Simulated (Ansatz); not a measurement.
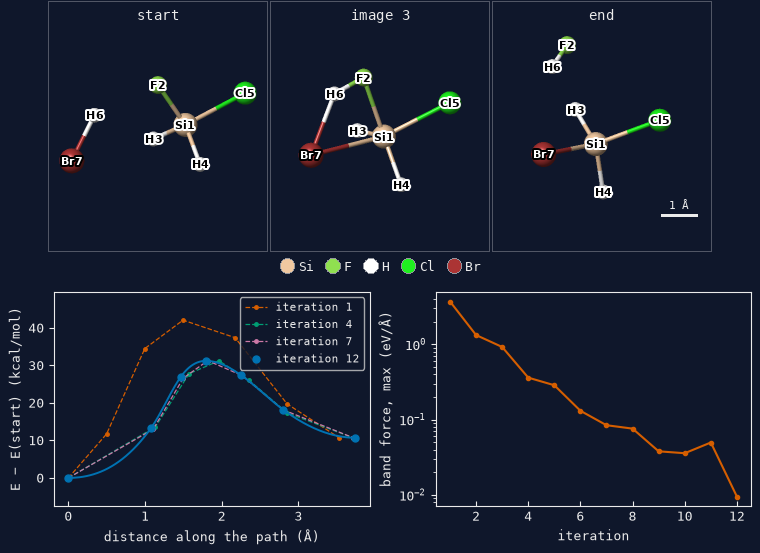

A search for the minimum-energy path of SiH₃BrClF by the nudged elastic band. Images are numbered from 0 (start) to 6 (end). The plot follows the band through its iterations. Style: ball-and-stick. Shown at a tilt.

Method: Ansatz, RKS r2SCAN/def2-SVP.

Input
```yaml
crystal:
  periodic: [false, false, false]
  atoms:
    - { symbol: Si, position_ang: [-0.244063, 0.558208, 0.668748] }
    - { symbol: F, position_ang: [0.082736, -1.038851, 0.641701] }
    - { symbol: H, position_ang: [-1.417873, 0.80208, -0.196896] }
    - { symbol: H, position_ang: [0.978847, 1.286973, 0.269521] }
    - { symbol: Cl, position_ang: [-0.721003, 1.053674, 2.602986] }
    - { symbol: H, position_ang: [0.602589, -1.657932, -1.361618] }
    - { symbol: Br, position_ang: [0.718667, -1.004049, -2.624544] }
basis:
  gaussian: { orbitals: def2-SVP }
hamiltonian:
  xc: r2scan
neb:
  order_check: false
  images: 5
  f_tol: 0.03
  max_iterations: 60
  spring: { min: 2.0, max: 10.0 }
  final_atoms:
    - { symbol: Si, position_ang: [0.03341217, 0.91913178, 0.08892592] }
    - { symbol: F, position_ang: [-0.81033664, -2.05272771, 0.0505873] }
    - { symbol: H, position_ang: [-1.37020728, 0.61129528, -0.25326253] }
    - { symbol: H, position_ang: [0.3680492, 2.35396065, -0.07323266] }
    - { symbol: Cl, position_ang: [0.46216262, 0.36677018, 2.01921192] }
    - { symbol: H, position_ang: [-0.051123, -2.019408, -0.48694975] }
    - { symbol: Br, position_ang: [1.36794293, -0.17891919, -1.34538219] }
  initial_path:
    images:
      - { positions_ang: [[-0.244063, 0.558208, 0.668748], [0.082736, -1.038851, 0.641701], [-1.417873, 0.80208, -0.196896], [0.978847, 1.286973, 0.269521], [-0.721003, 1.053674, 2.602986], [0.602589, -1.657932, -1.361618], [0.718667, -1.004049, -2.624544]] }
      - { positions_ang: [[-0.20590843, 0.57677293, 0.53692321], [0.01037002, -1.15303772, 0.57235844], [-1.42262121, 0.74434556, -0.24649864], [0.97163529, 1.37262864, 0.19863487], [-0.59346988, 0.93679041, 2.49483249], [0.49404254, -1.67325526, -1.1224602], [0.74585167, -0.80414156, -2.43389217]] }
      - { positions_ang: [[-0.16775386, 0.59533785, 0.40509841], [-0.06199595, -1.26722443, 0.50301589], [-1.42736942, 0.68661112, -0.29610129], [0.96442357, 1.45828428, 0.12774874], [-0.46593676, 0.81990683, 2.38667898], [0.38549607, -1.68857853, -0.88330241], [0.77303634, -0.60423412, -2.24324034]] }
      - { positions_ang: [[-0.12959928, 0.61390278, 0.27327362], [-0.13436193, -1.38141115, 0.43367333], [-1.43211762, 0.62887667, -0.34570393], [0.95721186, 1.54393992, 0.05686262], [-0.33840364, 0.70302324, 2.27852547], [0.27694961, -1.70390179, -0.64414461], [0.80022101, -0.40432668, -2.05258851]] }
      - { positions_ang: [[-0.07526213, 0.71564578, 0.21182439], [-0.35968683, -1.60518334, 0.30597799], [-1.41148084, 0.62301621, -0.31489013], [0.7608243, 1.81394683, 0.01349752], [-0.07154822, 0.59093889, 2.19208762], [0.16759207, -1.80907053, -0.59174632], [0.98946165, -0.32919085, -1.81685307]] }
      - { positions_ang: [[-0.02092498, 0.81738878, 0.15037515], [-0.58501174, -1.82895552, 0.17828264], [-1.39084406, 0.61715575, -0.28407633], [0.56443675, 2.08395374, -0.02986757], [0.1953072, 0.47885453, 2.10564977], [0.05823454, -1.91423926, -0.53934804], [1.17870229, -0.25405502, -1.58111763]] }
      - { positions_ang: [[0.03341217, 0.91913178, 0.08892592], [-0.81033664, -2.05272771, 0.0505873], [-1.37020728, 0.61129528, -0.25326253], [0.3680492, 2.35396065, -0.07323266], [0.46216262, 0.36677018, 2.01921192], [-0.051123, -2.019408, -0.48694975], [1.36794293, -0.17891919, -1.34538219]] }
```

Command:
```bash
ansatz run input.yaml --threads 2 --pin off --max-ram 3072MiB --backend cpu --events-out ev --progress --plain --runs-dir out
```

### How did the profile develop, and is the result final?

The run is converged, with reservations. The band converged in 12 iterations. The largest component of the band force went from 3.7 to 0.0095 eV/Å. The climbing image converged on the top of the path. Its curvatures weren't checked. The first iteration put the highest image at 42.1 kcal/mol. Forward barrier 31.2 kcal/mol, backward barrier 20.5 kcal/mol, with image 3 at the top; the reaction energy is +10.7 kcal/mol.
